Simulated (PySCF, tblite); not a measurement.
**C₄H₉ClO₃Si: geometry, infrared bands and NMR shifts**

What infrared bands and NMR shifts should C₄H₉ClO₃Si (`C[C@@H](OC=O)[Si@H](O)CCl`) show?

The runs use tblite 0.8.0 and PySCF 2.14.0, with density-fitted response routines of our own; the level of theory stands in each step. All values are computed, except where a source is named. Atoms are numbered from 0 throughout.

## Step 1: The molecule as given

18 atoms, charge 0, multiplicity 1; geometry from: force field or distance geometry start.

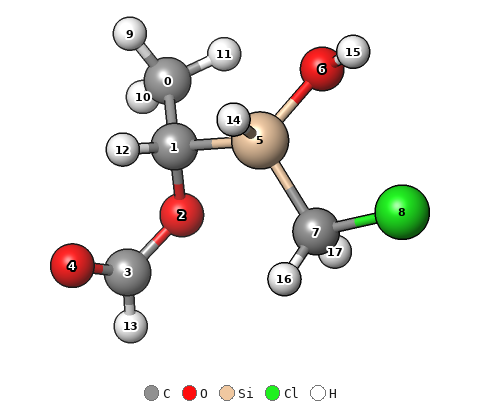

The starting geometry (carbon grey, oxygen red, silicon light orange, chlorine green, hydrogen white), atoms numbered.

## Step 2: Relaxing the molecule with GFN2-xTB

Job settings and geometry (Å):

```
{"job": {"kind": "relax", "xc": "GFN2-xTB", "basis": "xTB"}, "charge": 0, "multiplicity": 1}
C      1.082400     1.790200     0.080000
C      0.704100     0.491700    -0.593500
O      1.279900    -0.552400     0.204700
C      2.178900    -1.414000    -0.395900
O      2.503000    -1.297300    -1.602300
Si    -1.121500     0.194200    -0.663800
O     -1.983200     1.338400     0.303800
C     -1.604000    -1.499300    -0.064500
Cl    -3.383800    -1.543800     0.003800
H      1.222400     2.614700    -0.669400
H      2.016800     1.743400     0.661700
H      0.289100     2.132700     0.773400
H      1.094200     0.461600    -1.631100
H      2.646500    -2.238100     0.169900
H     -1.550400     0.386800    -2.059300
H     -2.895300     1.422800    -0.038500
H     -1.240600    -2.309700    -0.730000
H     -1.247400    -1.715500     0.974400
```

On the command line:

```console
> OMP_NUM_THREADS=1 python probes_run.py task.json out
```

The driver reads the jobs from task.json and runs them one after another.

The log of the run:

```text
step      E/eV     max force
  0    -860.97959    3.913
  1    -861.37404    4.290
  2    -861.51093    1.942
  3    -861.56135    0.812
  4    -861.61292    0.630
  5    -861.65340    0.866
  6    -861.67126    0.514
  7    -861.68034    0.190
  8    -861.69009    0.405
  9    -861.70176    0.492
 10    -861.71212    0.362
 11    -861.71998    0.212
 12    -861.72751    0.259
 13    -861.73595    0.423
 14    -861.74279    0.355
 15    -861.74706    0.136
 16    -861.74953    0.168
 17    -861.75208    0.237
 18    -861.75512    0.252
 19    -861.75894    0.129
 20    -861.76056    0.111
 21    -861.76227    0.122
 22    -861.76414    0.147
 23    -861.76644    0.127
 24    -861.76855    0.117
 25    -861.77050    0.120
 26    -861.77254    0.117
 27    -861.77520    0.133
 28    -861.77846    0.161
 29    -861.78151    0.172
 30    -861.78337    0.171
 31    -861.78600    0.143
 32    -861.78834    0.111
 33    -861.79037    0.117
 34    -861.79210    0.134
 35    -861.79423    0.119
 36    -861.79662    0.154
 37    -861.79940    0.150
 38    -861.80190    0.167
 39    -861.80388    0.151
 40    -861.80534    0.085
 41    -861.80583    0.134
 42    -861.80684    0.082
 43    -861.80734    0.059
 44    -861.80844    0.065
 45    -861.80956    0.088
 46    -861.81120    0.086
 47    -861.81242    0.069
 48    -861.81323    0.067
 49    -861.81390    0.067
 50    -861.81471    0.078
 51    -861.81553    0.082
 52    -861.81623    0.063
 53    -861.81684    0.068
 54    -861.81743    0.064
 55    -861.81803    0.065
 56    -861.81867    0.060
 57    -861.81945    0.084
 58    -861.82021    0.074
 59    -861.82084    0.056
 60    -861.82136    0.048
 61    -861.82184    0.067
 62    -861.82231    0.068
 63    -861.82271    0.059
 64    -861.82301    0.051
 65    -861.82327    0.044
 66    -861.82361    0.046
 67    -861.82398    0.046
 68    -861.82439    0.050
 69    -861.82479    0.047
 70    -861.82515    0.043
 71    -861.82544    0.051
 72    -861.82573    0.046
 73    -861.82604    0.049
 74    -861.82638    0.045
 75    -861.82681    0.122
 76    -861.82748    0.108
 77    -861.82843    0.152
 78    -861.83012    0.208
 79    -861.83199    0.118
 80    -861.83117    0.659
 81    -861.83459    0.084
 82    -861.83564    0.077
 83    -861.83237    0.992
 84    -861.83833    0.142
 85    -861.83970    0.138
 86    -861.83631    1.230
 87    -861.84380    0.113
 88    -861.84565    0.161
 89    -861.84683    0.911
 90    -861.85095    0.223
 91    -861.85284    0.187
 92    -861.85726    0.920
 93    -861.86318    0.110
 94    -861.86617    0.097
 95    -861.86871    0.549
 96    -861.87170    0.120
 97    -861.87296    0.112
 98    -861.87565    0.121
 99    -861.87673    0.094
100    -861.87753    0.062
101    -861.87793    0.065
102    -861.87854    0.065
103    -861.87923    0.081
104    -861.88018    0.135
105    -861.88114    0.146
106    -861.88195    0.111
107    -861.88250    0.050
108    -861.88291    0.048
109    -861.88329    0.074
110    -861.88369    0.068
111    -861.88410    0.047
112    -861.88446    0.037
113    -861.88472    0.035
114    -861.88488    0.026
115    -861.88500    0.030
116    -861.88515    0.032
117    -861.88534    0.031
118    -861.88558    0.044
119    -861.88587    0.040
120    -861.88619    0.040
121    -861.88652    0.046
122    -861.88689    0.055
123    -861.88732    0.056
124    -861.88773    0.065
125    -861.88805    0.065
126    -861.88829    0.051
127    -861.88851    0.045
128    -861.88880    0.052
129    -861.88916    0.046
130    -861.88953    0.040
131    -861.88984    0.053
132    -861.89012    0.068
133    -861.89052    0.095
134    -861.89111    0.104
135    -861.89173    0.105
136    -861.89226    0.057
137    -861.89265    0.051
138    -861.89303    0.050
139    -861.89348    0.057
140    -861.89446    0.055
141    -861.89519    0.058
142    -861.89633    0.064
143    -861.89745    0.101
144    -861.89845    0.134
145    -861.89873    0.223
146    -861.90013    0.149
147    -861.90080    0.078
148    -861.90157    0.054
149    -861.90225    0.059
150    -861.90319    0.070
151    -861.90431    0.110
152    -861.90605    0.100
153    -861.90776    0.141
154    -861.91171    0.145
155    -861.91574    0.207
156    -861.92021    0.220
157    -861.92344    0.183
158    -861.92479    0.259
159    -861.93080    0.337
160    -861.93661    0.154
161    -861.94036    0.120
162    -861.94321    0.157
163    -861.94582    0.141
164    -861.94909    0.129
165    -861.95458    0.130
166    -861.96039    0.169
167    -861.96603    0.148
168    -861.97003    0.134
169    -861.97260    0.116
170    -861.97469    0.140
171    -861.97640    0.178
172    -861.97797    0.153
173    -861.97971    0.136
174    -861.98074    0.094
175    -861.98194    0.114
176    -861.98319    0.107
177    -861.98474    0.123
178    -861.98632    0.107
179    -861.98796    0.101
180    -861.98893    0.069
181    -861.98963    0.084
182    -861.99016    0.060
183    -861.99096    0.059
184    -861.99207    0.096
185    -861.99410    0.140
186    -861.99687    0.155
187    -861.99969    0.117
188    -862.00183    0.131
189    -862.00292    0.134
190    -862.00497    0.105
191    -862.00714    0.173
192    -862.00899    0.119
193    -862.01088    0.105
194    -862.01236    0.108
195    -862.01352    0.133
196    -862.01442    0.093
197    -862.01532    0.138
198    -862.01635    0.128
199    -862.01715    0.131
200    -862.01802    0.076
201    -862.01887    0.104
202    -862.01942    0.054
203    -862.01985    0.059
204    -862.02073    0.074
205    -862.02163    0.072
206    -862.02265    0.108
207    -862.02369    0.126
208    -862.02483    0.101
209    -862.02619    0.102
210    -862.02621    0.430
211    -862.02726    0.158
212    -862.02928    0.069
213    -862.03067    0.136
214    -862.03172    0.394
215    -862.03324    0.179
216    -862.03435    0.091
217    -862.03556    0.244
218    -862.03680    0.126
219    -862.03776    0.487
220    -862.03976    0.094
221    -862.04089    0.119
222    -862.04168    0.354
223    -862.04311    0.114
224    -862.04427    0.075
225    -862.04564    0.191
226    -862.04659    0.075
227    -862.04734    0.110
228    -862.04808    0.066
229    -862.04733    0.317
230    -862.04881    0.043
231    -862.04916    0.036
232    -862.05008    0.045
233    -862.05062    0.064
234    -862.05127    0.061
235    -862.05206    0.061
236    -862.05264    0.079
237    -862.05305    0.071
238    -862.05344    0.048
239    -862.05374    0.075
240    -862.05400    0.042
241    -862.05427    0.036
242    -862.05459    0.034
243    -862.05483    0.031
244    -862.05494    0.051
245    -862.05505    0.044
246    -862.05512    0.024
247    -862.05518    0.016
248    -862.05523    0.021
249    -862.05531    0.023
250    -862.05539    0.020
251    -862.05546    0.016
252    -862.05552    0.025
253    -862.05558    0.019
254    -862.05566    0.018
255    -862.05577    0.018
256    -862.05587    0.019
257    -862.05594    0.021
258    -862.05599    0.022
259    -862.05602    0.023
260    -862.05604    0.023
261    -862.05607    0.032
262    -862.05609    0.029
263    -862.05612    0.028
264    -862.05616    0.022
265    -862.05620    0.017
266    -862.05624    0.016
267    -862.05628    0.015
268    -862.05632    0.012
269    -862.05634    0.013
270    -862.05636    0.012
271    -862.05637    0.015
272    -862.05639    0.013
273    -862.05641    0.011
274    -862.05642    0.009
```

It took 2.4 s on 1 thread of Intel Xeon 6975P-C, shared host; peak memory 0.19 GiB.

The steps of the relaxation: (not every step is listed)

```tsv
step	energy from step 0 (eV)	largest force (eV/Å)
0	0.0000	3.9132
1	-0.3945	4.2897
2	-0.5313	1.9421
3	-0.5818	0.8123
4	-0.6333	0.6300
5	-0.6738	0.8663
6	-0.6917	0.5144
7	-0.7007	0.1899
8	-0.7105	0.4049
34	-0.8125	0.1336
60	-0.8418	0.0477
86	-0.8567	1.2295
112	-0.9049	0.0366
138	-0.9134	0.0496
164	-0.9695	0.1294
190	-1.0254	0.1052
216	-1.0548	0.0915
242	-1.0750	0.0340
268	-1.0767	0.0117
269	-1.0767	0.0129
270	-1.0768	0.0122
271	-1.0768	0.0149
272	-1.0768	0.0128
273	-1.0768	0.0114
274	-1.0768	0.0086
```

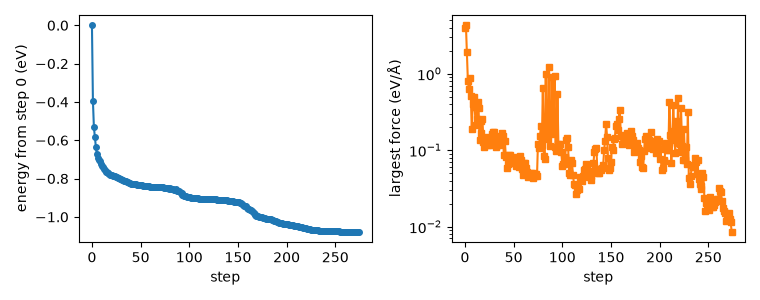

Energy and force, step by step.

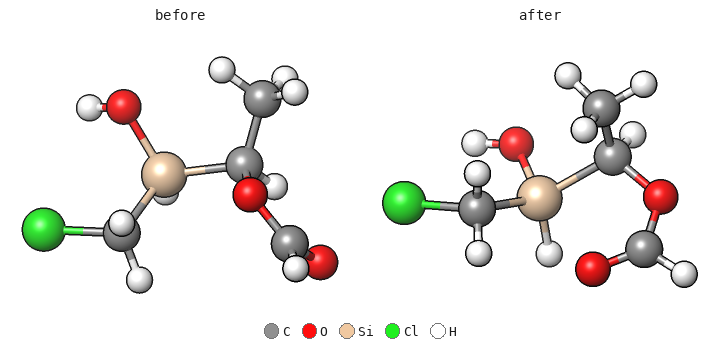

The geometry before (left) and after (right).

Distances of close pairs at the start and the end, largest changes first:

```tsv
bond	before (Å)	after (Å)	change (Å)
Si5–O6	1.729	1.635	-0.094
O2–C3	1.382	1.295	-0.088
C1–Si5	1.851	1.925	+0.074
Si5–C7	1.860	1.915	+0.055
C3–O4	1.255	1.205	-0.050
C0–H9	1.123	1.086	-0.037
C7–H17	1.119	1.088	-0.031
C7–H16	1.110	1.084	-0.025
```

The next job starts from the end point, and lists it.

## Step 3: Vibrational analysis with GFN2-xTB

Job settings and geometry (Å):

```
{"job": {"kind": "ir", "xc": "GFN2-xTB", "basis": "xTB"}, "charge": 0, "multiplicity": 1}
C      0.949175     1.318899     0.754289
C      0.875947     0.801563    -0.678227
O      2.059528     0.014433    -0.929796
C      1.939825    -1.273511    -0.867977
O      0.920313    -1.890281    -0.690147
Si    -0.776022    -0.101225    -1.081148
O     -1.647277     1.260329    -1.326924
C     -1.607121    -1.044772     0.363643
Cl    -3.377200    -0.919616     0.183741
H      0.104727     1.975210     0.941414
H      1.871242     1.875287     0.913015
H      0.919465     0.489376     1.457887
H      0.971912     1.644457    -1.365037
H      2.917526    -1.761562    -1.007718
H     -0.778096    -0.875169    -2.318254
H     -2.602418     1.234263    -1.331236
H     -1.371700    -2.103338     0.359535
H     -1.378588    -0.638026     1.346523
```

The log of the run:

```text
mode    cm-1     km/mol
  1      32.1      1.32
  2      40.0      1.70
  3      92.1      1.10
  4     120.2      4.84
  5     170.0      4.05
  6     175.3     25.15
  7     197.1     13.89
  8     235.2     25.27
  9     237.4      0.86
 10     285.2      2.08
 11     318.6     27.43
 12     371.9     92.98
 13     401.5     46.12
 14     498.5      8.24
 15     603.8     35.93
 16     638.4     85.04
 17     682.4     28.93
 18     737.8     59.67
 19     757.4    116.65
 20     779.6     26.90
 21     796.8     98.75
 22     823.5    364.50
 23     871.0    133.71
 24     907.4     14.31
 25     942.2      5.84
 26    1003.6      8.85
 27    1049.3     16.74
 28    1103.3      4.46
 29    1117.0      4.52
 30    1204.4     80.81
 31    1204.8     31.16
 32    1256.3     30.37
 33    1299.0     19.50
 34    1346.5     27.11
 35    1396.2      3.67
 36    1424.7     10.97
 37    1481.8      7.06
 38    1497.5      4.29
 39    1739.9    503.68
 40    2302.2    246.09
 41    2851.8     90.48
 42    2970.1     19.47
 43    2993.4      5.64
 44    3022.1     35.66
 45    3030.7     23.74
 46    3041.6      0.99
 47    3056.7     14.51
 48    3633.4     12.71
```

Wall time 0.71 s (1 thread of Intel Xeon 6975P-C, shared host); peak memory 0.19 GiB.

Which atoms move in the most intense modes:

```tsv
cm⁻¹	km/mol	atoms
372	93.0	H15 83 %, O6 11 %
757	116.7	C7 51 %, Si5 13 %
797	98.8	H14 29 %, C3 20 %, O2 17 %, C1 11 %
824	364.5	H15 66 %, O6 13 %, Si5 11 %
871	133.7	O6 50 %, Si5 36 %
1740	503.7	C3 62 %, O4 36 %
2302	246.1	H14 97 %
2852	90.5	H13 93 %
```

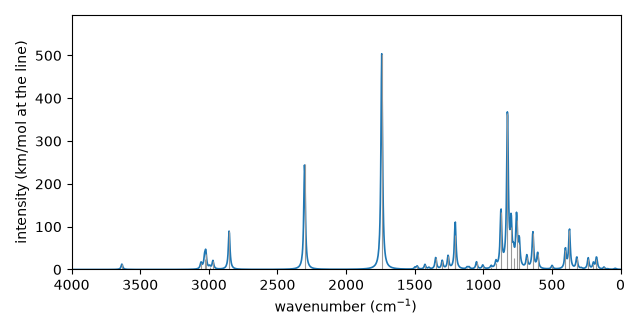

The infrared spectrum from these modes, unscaled. Lines are broadened to a width of 14 cm⁻¹ (Lorentzian).

## Step 4: NMR shieldings: PBE0/pcSseg-1

Same as in step 3 but for these lines:

```diff
@@ -1,2 +1,2 @@
-{"job": {"kind": "ir", "xc": "GFN2-xTB", "basis": "xTB"}, "charge": 0, "multiplicity": 1}
+{"job": {"kind": "nmr", "xc": "PBE0", "basis": "pcSseg-1"}, "charge": 0, "multiplicity": 1}
 C      0.949175     1.318899     0.754289
```

Level: GIAO PBE0/pcSseg-1 NMR shielding, non-relativistic, gas phase.

The log of the run:

```text
coarse grid: 16432 points
cycle   1  E = -1132.2058520101  dE =  1.315e+00  |g| = 1.069e+00  |ddm| = 3.791e+00
cycle   2  E = -1131.8542755758  dE =  3.516e-01  |g| = 1.751e+00  |ddm| = 2.045e+00
cycle   3  E = -1132.3991849983  dE = -5.449e-01  |g| = 2.731e-01  |ddm| = 1.443e+00
cycle   4  E = -1132.4114874268  dE = -1.230e-02  |g| = 1.038e-01  |ddm| = 2.236e-01
cycle   5  E = -1132.4133105904  dE = -1.823e-03  |g| = 2.103e-02  |ddm| = 7.210e-02
cycle   6  E = -1132.4133983659  dE = -8.778e-05  |g| = 5.705e-03  |ddm| = 2.018e-02
cycle   7  E = -1132.4134049072  dE = -6.541e-06  |g| = 1.743e-03  |ddm| = 5.251e-03
final grid: 150480 points
cycle   8  E = -1132.4960658636  dE = -2.954e-05  |g| = 1.411e-02  |ddm| = 2.557e-02
cycle   9  E = -1132.4960223579  dE =  4.351e-05  |g| = 2.072e-02  |ddm| = 2.270e-02
cycle  10  E = -1132.4961035816  dE = -8.122e-05  |g| = 1.915e-03  |ddm| = 1.385e-02
cycle  11  E = -1132.4961041527  dE = -5.711e-07  |g| = 7.259e-04  |ddm| = 1.466e-03
cycle  12  E = -1132.4961042405  dE = -8.781e-08  |g| = 1.756e-04  |ddm| = 5.268e-04
cycle  13  E = -1132.4961042467  dE = -6.138e-09  |g| = 4.515e-05  |ddm| = 1.593e-04
cycle  14  E = -1132.4961042471  dE = -4.291e-10  |g| = 1.027e-05  |ddm| = 4.350e-05
converged SCF energy = -1132.4961042471

GIAO shielding tensors (ppm)
atom      isotropic    diamagn.    paramagn.     s11        s22        s33       span
  0 C      168.717     249.069     -80.352    151.921    169.969    184.261     32.339
  1 C      121.594     255.982    -134.388     82.023    110.194    172.566     90.544
  2 O       97.864     399.724    -301.860    -70.402    140.364    223.631    294.032
  3 C       17.756     248.409    -230.653    -75.740     49.512     79.496    155.236
  4 O      -66.410     405.127    -471.537   -321.353   -157.391    279.513    600.866
  5 Si     382.739     878.551    -495.812    367.798    384.004    396.415     28.617
  6 O      299.086     389.061     -89.975    280.804    306.197    310.257     29.453
  7 C      153.208     253.678    -100.470    125.496    144.127    190.002     64.506
  8 Cl     957.502    1145.726    -188.224    864.710    908.584   1099.213    234.502
  9 H       30.262      30.984      -0.722     25.339     29.535     35.913     10.574
 10 H       30.003      29.639       0.364     25.393     27.518     37.097     11.705
 11 H       30.692      32.840      -2.148     26.429     30.600     35.049      8.620
 12 H       27.699      31.822      -4.123     24.212     27.591     31.295      7.083
 13 H       23.794      25.856      -2.062     19.179     23.471     28.732      9.553
 14 H       26.608      29.268      -2.659     22.796     25.569     31.460      8.664
 15 H       29.220      30.950      -1.730     18.599     27.125     41.938     23.339
 16 H       28.351      30.932      -2.581     21.336     28.350     35.368     14.032
 17 H       28.527      32.476      -3.949     22.472     27.981     35.128     12.656
```

Run time: 33 s. Hardware: 1 thread of Intel Xeon 6975P-C, shared host; peak memory 0.95 GiB.

Shifts follow as δ = σ(reference) − σ, with reference shieldings (ppm) from runs at the same level and on the same kind of geometry: 1H TMS 31.72, 13C TMS 186.9, 29Si TMS 349.2, 17O H2O 336.1, 35Cl HCl 950. The references are single molecules in the gas phase, so shifts against H2O, NH3, PH3, H3PO4 or CFCl3 are not on the usual liquid scales and can be off by tens of ppm. Atoms listed in one row are averaged.

```tsv
atoms	environment	σ (ppm)	δ (ppm)	δ scaled to CDCl3
C3	ester carbonyl carbon	17.8	169.2	163.2
C1	sp3 CH bonded to O and Si	121.6	65.3	61.8
C7	sp3 CH2 bonded to Cl and Si	153.2	33.7	31.0
C0	methyl carbon	168.7	18.2	15.9
H13	hydrogen on an ester carbonyl carbon	23.79	7.92	7.58
H14	hydrogen on a silicon bonded to 2 C, O	26.61	5.11	–
H12	hydrogen on an sp3 CH bonded to O and Si	27.70	4.02	3.89
H16	hydrogen on an sp3 CH2 bonded to Cl and Si	28.35	3.37	3.28
H17	hydrogen on an sp3 CH2 bonded to Cl and Si	28.53	3.19	3.11
H15	hydrogen on an oxygen bonded to Si	29.22	2.50	–
H9, H10, H11	hydrogen on a methyl carbon	30.32	1.40	1.42
O4	ester carbonyl oxygen	-66.4	402.5	–
O2	ester alkoxy oxygen	97.9	238.2	–
O6	oxygen bonded to Si, H	299.1	37.0	–
Si5	silicon bonded to 2 C, O, H	382.7	-33.6	–
Cl8	chlorine bonded to C	958	-8	–
```

The scaled column applies a straight-line fit of computed shieldings to shifts measured in CDCl3, with any fitted terms for Cl, Br or S neighbours (root-mean-square error 0.16 ppm for H, 1.9 ppm for C).

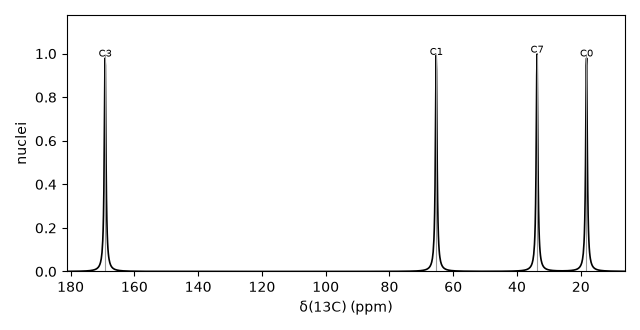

13C lines at the computed shifts, without couplings. Lines are broadened to a width of 0.60 ppm (Lorentzian).

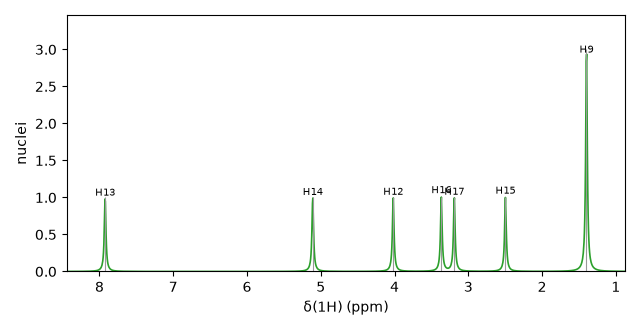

1H lines at the computed shifts, without couplings. Lines are broadened to a width of 0.03 ppm (Lorentzian).

The run also stored atomic charges by several schemes (e):

```tsv
atoms	Mulliken	IAO	Hirshfeld	ESP fit
C0	-0.24	-0.42	-0.12	-0.46
C1	-0.29	-0.21	-0.04	0.52
O2	-0.41	-0.31	-0.08	-0.51
C3	0.47	0.41	0.19	0.56
O4	-0.46	-0.45	-0.20	-0.53
Si5	1.02	1.12	0.37	0.57
O6	-0.57	-0.81	-0.32	-0.79
C7	-0.52	-0.54	-0.14	-0.39
Cl8	-0.20	-0.11	-0.07	-0.16
```

Mulliken charges:

C0 -0.24; C1 -0.29; O2 -0.41; C3 0.47; O4 -0.46; Si5 1.02; O6 -0.57; C7 -0.52; Cl8 -0.20; H9 0.14; H10 0.13; H11 0.12; H12 0.16; H13 0.12; H14 -0.08; H15 0.25; H16 0.19; H17 0.18

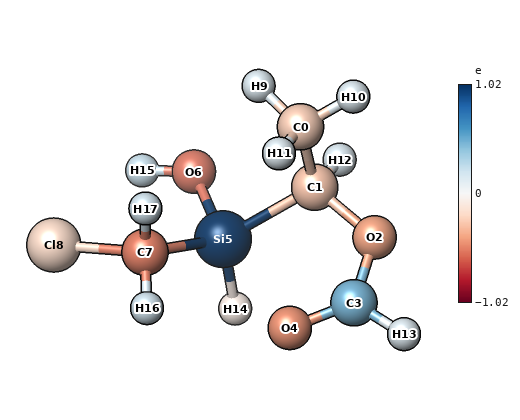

Mulliken charges, as colours on the atoms.

Mayer bond orders: C0–C1 1.04, C1–O2 0.77, O2–C3 1.23, C3–O4 1.80, C1–Si5 0.81, Si5–O6 1.03, Si5–C7 0.80, C7–Cl8 0.93.

## Step 5: Results

```
                                                              quantity                                         value
                             strongest single infrared mode (GFN2-xTB)                         1740 cm⁻¹, 504 km/mol
                                          zero-point energy (GFN2-xTB)                                 81.1 kcal/mol
                                13C shifts against TMS (PBE0/pcSseg-1)                   169.2, 65.3, 33.7, 18.2 ppm
1H shifts against TMS (PBE0/pcSseg-1, means over atoms taken as alike)  7.92, 5.11, 4.02, 3.37, 3.19, 2.50, 1.40 ppm
                                17O shifts against H2O (PBE0/pcSseg-1)                        402.5, 238.2, 37.0 ppm
                               29Si shifts against TMS (PBE0/pcSseg-1)                                     -33.6 ppm
                               35Cl shifts against HCl (PBE0/pcSseg-1)                                        -8 ppm
```

The optimisation took 274 steps and gained 1.077 eV; among the close pairs (by a distance rule), Si5–O6 changed most, from 1.729 to 1.635 Å. All 48 modes are real, so the xTB geometry is a minimum. The strongest single mode, at 1740 cm⁻¹, moves mainly C3 and O4. Unscaled tight-binding wavenumbers are off by several per cent, some by more. Its intensities can rank the bands wrongly. The most deshielded carbon is C3 (ester carbonyl carbon), at 169.2 ppm: it is a carbonyl in resonance with an O or N lone pair, the region of acids, esters and amides. At PBE0/pcSseg-1: Shielding is most anisotropic at O4 (span 601 ppm, paramagnetic term -472 ppm).
